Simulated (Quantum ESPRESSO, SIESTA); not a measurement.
# Birch–Murnaghan line for bcc Ta, QE, PBEsol

Calculated with Quantum ESPRESSO 7.5: PBEsol; plane waves, GBRV 1.5 ultrasoft, 45/270 Ry; k-mesh 13×13×13. The volume is changed in steps from typed lattice constants. V0 = 17.608 Å³ an atom is where a Birch–Murnaghan fit to this level's pressures, the withheld one apart, crosses zero; rows within 2.5 % of V0 are left out, since F is ill-conditioned there. The typed cell is scaled evenly, with no relaxation, and each row is a single point.

| volume (Å³/atom) | pressure (GPa) |
| --- | --- |
| 16.833 | ? |
| 18.297 | -7.537 |
| 18.663 | -11.05 |
| 19.029 | -14.22 |
| 19.395 | -17.1 |
| 19.761 | -19.68 |

**Question.** Fit the third-order Birch–Murnaghan equation to the rows given and extrapolate to the withheld row.

Worked fit:

Take the Eulerian strain f = ½[(V0/V)^(2/3) − 1] and the normalised pressure F = P / [3f(1 + 2f)^(5/2)]. The third-order Birch–Murnaghan equation is then the line F = B0 + (3/2)B0(B′ − 4) f, so u = f and v = F.

```
     u = f  v = F (GPa)
-0.0126323      212.021
-0.0190251      213.320
-0.0252124      213.964
-0.0312044      214.598
-0.0370109      214.819
```

With n = 5: mean u = -0.0250170, mean v = 213.744, Σ(u − ū)² = 3.715e-4, Σ(u − ū)(v − v̄) = -0.042092. Slope b = -0.042092 / 3.715e-4 = -113.31; intercept a = v̄ − b ū = 210.91.

So B0 = 210.9 GPa and B′ = 4 + 2b/(3a) = 3.64. At the withheld volume f = 0.01523, F = 209.2 GPa, and P = 3f(1 + 2f)^(5/2) F.

Prediction at 16.833: 10.30 GPa. The run gave 10.19 GPa, so the fit is high by 0.11 GPa (1.1 % of the value).

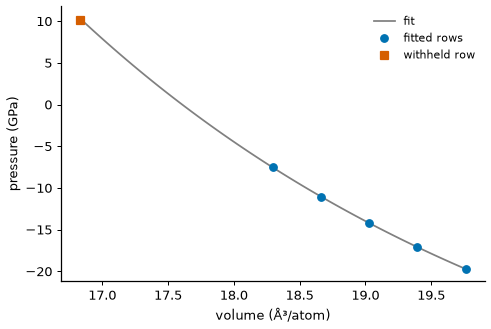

The fit, the rows that it rests on and the withheld row.

A fit to this level's energies over the whole scan gives V0 = 17.691 Å³, B0 = 208.1 GPa and B′ = 3.63. Among the rows given, the largest miss of the fit is at 19.761, by 0.026 GPa (0.087 % of the range of the table).

Limits: The nuclei are static. The DFT runs use Fermi–Dirac occupations of width 0.1 eV, and energies are free energies.

[Logs are printed without paths, hosts, clocks, repeated set-up lines and the standing remarks that a program may print on its own settings, such as how far it seeks lower states.]

[Hosts, paths, dates, database ids (printed as entryN), source tags and the programs' standing remarks are cut or masked in the printed files.]
